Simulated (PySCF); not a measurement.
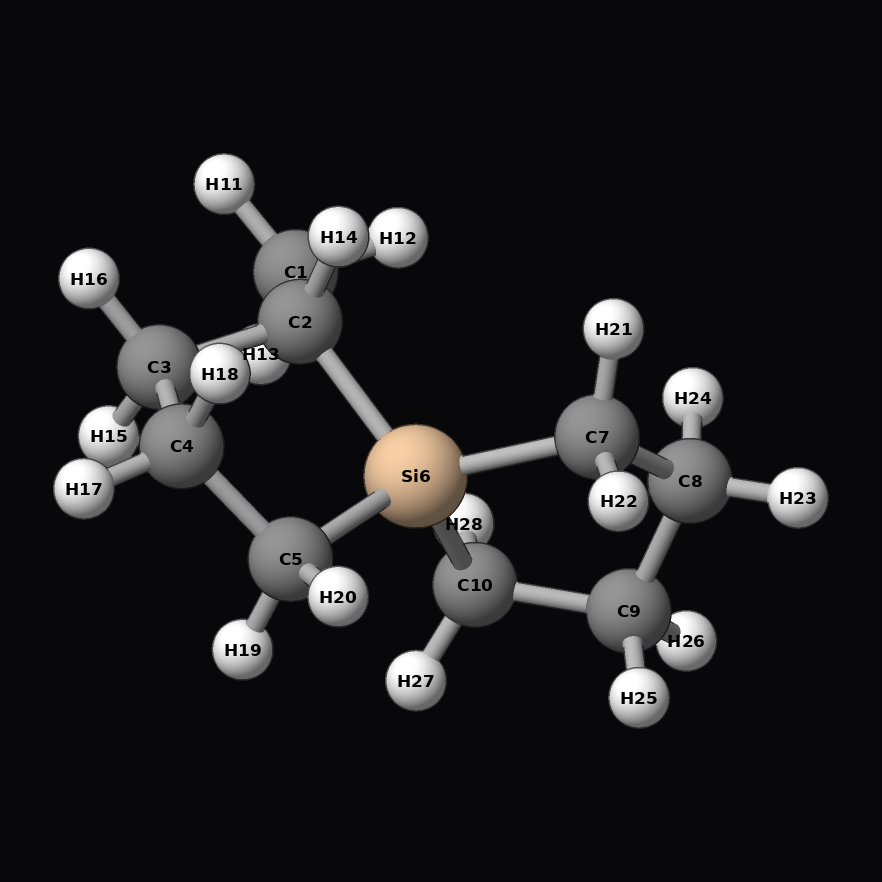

The computed structure is the end point of a PBE0-D3(BJ)/def2-SVP optimisation. No frequency run is at hand to confirm it as a minimum. Properties computed with GIAO PBE0/pcSseg-1 NMR shielding, non-relativistic, gas phase (PySCF 2.14.0). Principal shieldings σ11 ≤ σ22 ≤ σ33, span Ω = σ33 − σ11, skew κ = 3(σiso − σ22)/Ω.

Give the shielding tensors of the Si atoms.

```tsv
atom	σ11	σ22	σ33	σiso	Ω	κ
Si6	308.2	316.1	322.6	315.6	14.4	−0.09
```

Shieldings and span in ppm.
